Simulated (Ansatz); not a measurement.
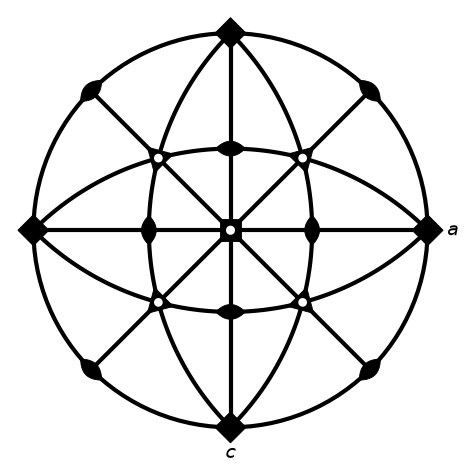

Stereographic projection: heavy lines are mirror planes (a heavy rim: a mirror in the plane of the page); lens, triangle, square and hexagon are 2-, 3-, 4- and 6-fold axes, a lens in an open square is −4, a triangle in an open hexagon −6; thin dashed diameters join the ends of axes that lie in the page; a small open circle marks inversion. The b axis points at the viewer. Computed from the symmetry operations of a computed or model structure of composition Nb3RuC, which need not be its known form.

> Which point group is this?

m-3m (Oh), order 48, cubic system: three fourfold axes, four threefold axes, six twofold axes, nine mirror planes, an inversion centre.

> Which physical properties does it allow?

It is centrosymmetric, so neither piezoelectric nor pyroelectric; it is not chiral.
